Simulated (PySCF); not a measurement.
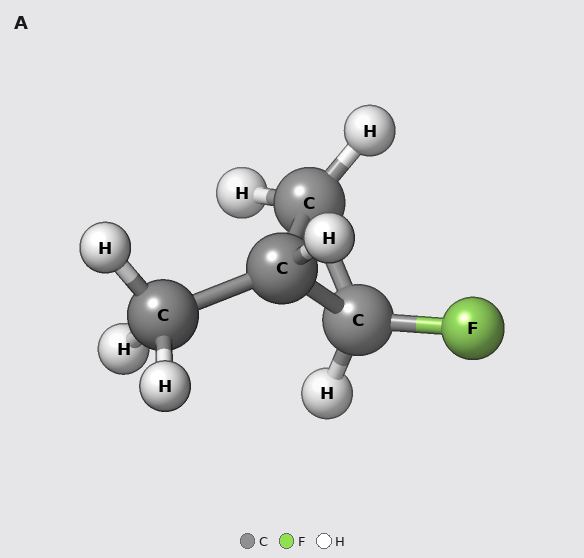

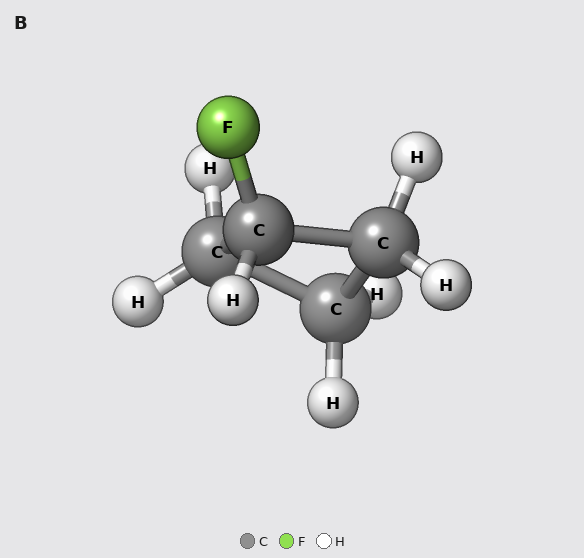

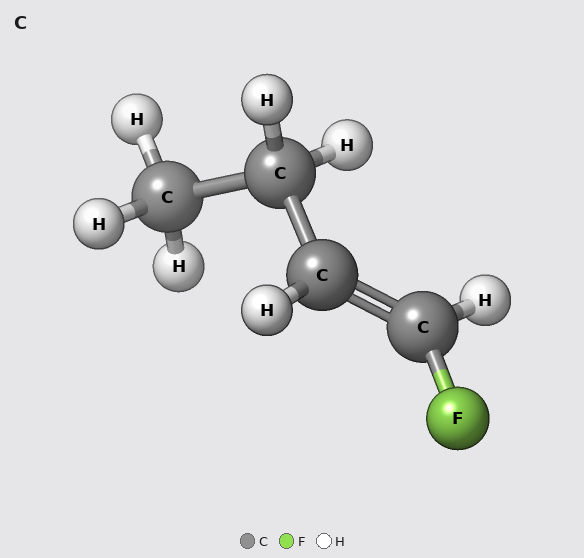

3 stationary structures of one formula. Geometries: PBE0-D3(BJ)/def2-SVP. Electronic energies: PBE0-D3(BJ)/def2-SVP (PySCF 2.14.0), without zero-point energy. No frequency run is at hand to confirm each as a minimum. Each is one conformer, not always the lowest.

How are they related?

They are constitutional isomers of C4H7F: A `C[C@@H]1C[C@H]1F`, B `FC1CCC1`, C `CC/C=C/F`.

Which structure is the most stable?

B is lowest; C lies 2.6 kcal/mol above it, A lies 5.1 kcal/mol above it.
